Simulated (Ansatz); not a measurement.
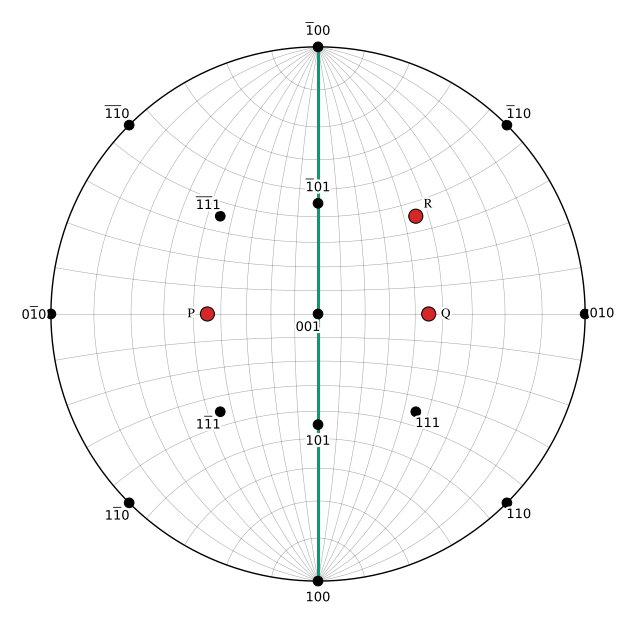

For FeO, the input geometry of an electronic-structure calculation (not necessarily at equilibrium): stereographic projection of plane normals (upper hemisphere) centred on (0 0 1). The drawing is computed from the coordinates (standard cell, symmetry found to 0.002 Å).

a = 4.326 Å, b = 4.326 Å, c = 4.326 Å, α = 90.00°, β = 90.00°, γ = 90.00°.

Index the poles marked P, Q, R.

Answer. P is (0 −1 1), 45.0° from the centre; Q is (0 1 1), 45.0° from the centre; R is (−1 1 1), 54.7° from the centre.

Which zone does the coloured great circle trace?

Answer. The zone [0 1 0]: its poles satisfy k = 0.

What is the angle between the normals of (0 1 0) and (1 1 1), and what are their d_hkl = 1/|g|?

Answer. 54.7°; d = 4.326 Å and 2.498 Å.
